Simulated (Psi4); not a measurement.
# r2SCAN50/def2-TZVPP run of AlH3Se (SMILES [AlH2][SeH])

What is the electrostatic solvation energy at fixed shape (ddCOSMO, benzene) of AlH3Se at r2SCAN50/def2-TZVPP? 

The calculation is run with Psi4 1.11.

### Step 1. The system as given

The species is AlH3Se (5 atoms), meant as a singlet with charge 0. SMILES: `[AlH2][SeH]`. The coordinates come from a PBE0-D4/def2-TZVP relaxation.

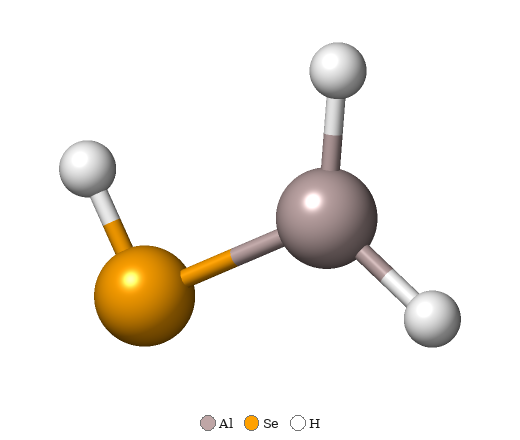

The structure, seen from a chosen angle (aluminium light grey, selenium orange, hydrogen white).

### Step 2. A single-point energy at r2SCAN50/def2-TZVPP

Input file alh3se.xyz:

```xyz
5
AlH3Se
Al    -0.435200    -0.530700     0.166800
Se     0.870300     1.346600     0.522900
H     -1.236800    -1.072700     1.415100
H     -0.474100    -1.181000    -1.272800
H      1.325600     1.364100    -0.873500
```

Input file run.py:

```python
import psi4

psi4.set_memory('1600 MB')
psi4.set_num_threads(1)
psi4.core.set_output_file('psi4.out', False)

with open('alh3se.xyz') as f:
    atoms = ''.join(f.readlines()[2:])
mol = psi4.geometry('0 1\n' + atoms + 'symmetry c1\nno_reorient\nno_com')

options = {'scf_type': 'pk'}
psi4.set_options(options)

result = psi4.energy("r2scan50/def2-TZVPP", molecule=mol)
print('E =', round(result, 9))
```

Run with:

```
$ python run.py
```

psi4.out:

```text
[...]
  Running in c1 symmetry.
[...]
  Nuclear repulsion =  135.707160294812837
[...]
  Multiplicity = 1
[...]
  Nalpha       = 25
  Nbeta        = 25
[...]
    Number of basis functions: 132
[...]
   @RKS iter   1: -2645.05455571716220   -2.31172e+00   1.52441e-02 ADIIS/DIIS
[...]
   @RKS iter   8: -2645.75761020498840   -8.04635e-08   5.88976e-07 DIIS
[...]
    Orbital Energies [Eh]
    ---------------------
    Doubly Occupied:
       1A   -457.039861     2A    -59.255311     3A    -57.132964
       4A    -53.070387     5A    -53.069380     6A    -53.068962
       7A     -8.327110     8A     -6.160735     9A     -6.156497
      10A     -6.154291    11A     -4.501827    12A     -2.938464
      13A     -2.933992    14A     -2.932230    15A     -2.332240
      16A     -2.330457    17A     -2.328290    18A     -2.324526
      19A     -2.324514    20A     -0.798929    21A     -0.494076
      22A     -0.449982    23A     -0.375085    24A     -0.355059
      25A     -0.317162
[...]
  @RKS Final Energy: -2645.75761020498840
   => Energetics <=
    Nuclear Repulsion Energy =            135.7071602948128373
    One-Electron Energy =               -3954.2517598109361643
    Two-Electron Energy =                1227.3646476442643234
    DFT Exchange-Correlation Energy =     -54.5776583331295271
    Empirical Dispersion Energy =           0.0000000000000000
    VV10 Nonlocal Energy =                  0.0000000000000000
    Total Energy =                      -2645.7576102049883957
[...]
 Multipole Moments:
 ------------------------------------------------------------------------------------
     Multipole            Electronic (a.u.)      Nuclear  (a.u.)        Total (a.u.)
 ------------------------------------------------------------------------------------
 L = 1.  Multiply by 2.5417464519 to convert [e a0] to [Debye]
 Dipole X            :        -44.5797227           44.4979480           -0.0817747
 Dipole Y            :        -72.0227206           71.8014669           -0.2212536
 Dipole Z            :        -36.5819054           36.3125993           -0.2693062
 Magnitude           :                                                    0.3580029
[...]
```

On the terminal:

```text
E = -2645.757610205
```

It took 13 s on 1 thread of Intel Xeon Platinum 8559C (Emerald Rapids), shared host; peak memory 0.93 GiB.

### Step 3. A single-point energy at r2SCAN50/def2-TZVPP (ddCOSMO benzene)

Input file alh3se.json:

```json
{
  "schema_name": "qcschema_input",
  "schema_version": 1,
  "molecule": {
    "schema_name": "qcschema_molecule",
    "schema_version": 2,
    "symbols": ["Al", "Se", "H", "H", "H"],
    "geometry": [-0.82240881, -1.00287765, 0.31520632, 1.64462865, 2.5447052, 0.98813779, -2.33721327, -2.02710921, 2.67415144, -0.89591916, -2.23176655, -2.40524341, 2.50502095, 2.57777541, -1.65067577],
    "molecular_charge": 0,
    "molecular_multiplicity": 1,
    "fix_symmetry": "c1",
    "fix_com": true,
    "fix_orientation": true
  },
  "driver": "energy",
  "model": {
    "method": "r2scan50",
    "basis": "def2-TZVPP"
  },
  "keywords": {
    "scf_type": "pk",
    "ddx": true,
    "ddx_model": "cosmo",
    "ddx_solvent": "benzene",
    "ddx_radii_set": "uff"
  }
}
```

Run with:

```
$ psi4 --qcschema alh3se.json -n 1 --memory 1600MB
```

stdout:

```text
[...]
  Running in c1 symmetry.
[...]
  Nuclear repulsion =  135.707160387707376
[...]
  Multiplicity = 1
[...]
  Nalpha       = 25
  Nbeta        = 25
[...]
    Number of basis functions: 132
[...]
   @RKS iter   1: -2645.06020045246487   -2.31698e+00   1.52367e-02 DIIS/ADIIS
[...]
   @RKS iter   8: -2645.76016612404010   -5.05697e-08   2.34315e-07 DIIS
[...]
    Orbital Energies [Eh]
    ---------------------
    Doubly Occupied:
       1A   -457.038684     2A    -59.254200     3A    -57.132551
       4A    -53.069267     5A    -53.068278     6A    -53.067856
       7A     -8.326023     8A     -6.159621     9A     -6.155469
      10A     -6.153244    11A     -4.501044    12A     -2.937662
      13A     -2.933253    14A     -2.931466    15A     -2.331133
      16A     -2.329378    17A     -2.327195    18A     -2.323503
      19A     -2.323496    20A     -0.798084    21A     -0.491956
      22A     -0.448371    23A     -0.373873    24A     -0.354709
      25A     -0.317404
[...]
  @RKS Final Energy: -2645.76016612404010
   => Energetics <=
    Nuclear Repulsion Energy =            135.7071603877073755
    One-Electron Energy =               -3954.2481928081688238
    Two-Electron Energy =                1227.3615330639913736
    DFT Exchange-Correlation Energy =     -54.5779342640433853
    Empirical Dispersion Energy =           0.0000000000000000
    VV10 Nonlocal Energy =                  0.0000000000000000
    DD Solvation Energy =                 -0.0027325035264716
    Total Energy =                      -2645.7601661240400972
[...]
 Multipole Moments:
 ------------------------------------------------------------------------------------
     Multipole            Electronic (a.u.)      Nuclear  (a.u.)        Total (a.u.)
 ------------------------------------------------------------------------------------
 L = 1.  Multiply by 2.5417464519 to convert [e a0] to [Debye]
 Dipole X            :        -44.6050025           44.4979481           -0.1070545
 Dipole Y            :        -72.0773718           71.8014670           -0.2759048
 Dipole Z            :        -36.6348051           36.3125993           -0.3222058
 Magnitude           :                                                    0.4374936
[...]
```

The result, in JSON:

```text
{
 "driver": "energy",
 "model": {
  "method": "r2scan50",
  "basis": "def2-TZVPP"
 },
 "success": true,
 "return_result": -2645.76016612404,
 "properties": {
  "calcinfo_nbasis": 132,
  "calcinfo_nmo": 132,
  "calcinfo_nalpha": 25,
  "calcinfo_nbeta": 25,
  "calcinfo_natom": 5,
  "nuclear_repulsion_energy": 135.70716038770738,
  "return_energy": -2645.76016612404,
  "scf_one_electron_energy": -3954.248192808169,
  "scf_two_electron_energy": 1227.3615330639914,
  "scf_xc_energy": -54.577934264043385,
  "scf_dipole_moment": [-0.10705445705244898, -0.2759047507113337, -0.3222057803284031],
  "scf_total_energy": -2645.76016612404,
  "scf_iterations": 8
 }
}
```

Wall time 17 s (1 thread of Intel Xeon Platinum 8559C (Emerald Rapids), shared host); peak memory 0.94 GiB.

### Step 4. Results

At r2SCAN50/def2-TZVPP:

| quantity | value |
| --- | --- |
| gas phase: total energy | -2645.75761 Eh |
| gas phase: dipole moment | 0.91 D |
| gas phase: HOMO energy | -8.63 eV |
| gas phase: LUMO energy | -0.74 eV |
| gas phase: HOMO–LUMO gap | 7.89 eV |
| ddCOSMO, benzene: total energy | -2645.76017 Eh |
| ddCOSMO, benzene: dipole moment | 1.11 D |
| ddCOSMO, benzene: HOMO energy | -8.64 eV |
| ddCOSMO, benzene: LUMO energy | -0.56 eV |
| ddCOSMO, benzene: HOMO–LUMO gap | 8.08 eV |
| ddCOSMO, benzene: solvent term in the energy | -7.2 kJ/mol |
| energy change from gas to solvent at fixed shape | -0.070 eV |

**Reading.** The solvent model (ddCOSMO, benzene) lowers the energy by 0.07 eV (−6.7 kJ/mol) at the same shape. It holds the electrostatic part alone, without cavity or dispersion terms.
